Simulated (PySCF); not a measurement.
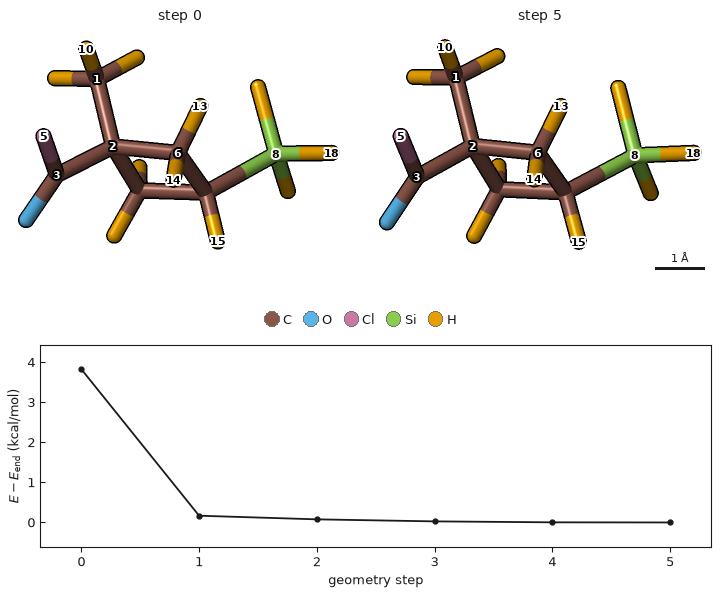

First and last geometry of a relaxation of C₆H₁₁ClOSi, with the history of the run. The picture is a stick view, seen at a tilt.

The start comes from GFN2-xTB. Its atoms were then displaced at random by about 0.01 Å.

The calculation used PySCF 2.14.0, density-fitted response routines, PBE0-D3(BJ)/def2-SVP geometry optimisation, gas phase. 

Question: Read the history and describe the run.

Answer: It converged. After 5 geometry steps the energy has fallen by 3.82 kcal/mol. An H atom moves most after the best rigid fit: 0.075 Å. By element the largest moves are H 0.075 Å, Cl 0.061 Å, O 0.057 Å, C 0.047 Å, Si 0.041 Å. Near-neighbour distances that change, for instance: H–Si 1.446 → 1.496 Å, C–Cl 1.765 → 1.802 Å, C–H 1.072 → 1.101 Å, H–Si 1.470 → 1.498 Å. Among the angles between lasting bonds that change: H–Si–H 112.3° → 109.2°, C–Si–H 107.8° → 110.7°, Si–C–H 110.8° → 108.4°.
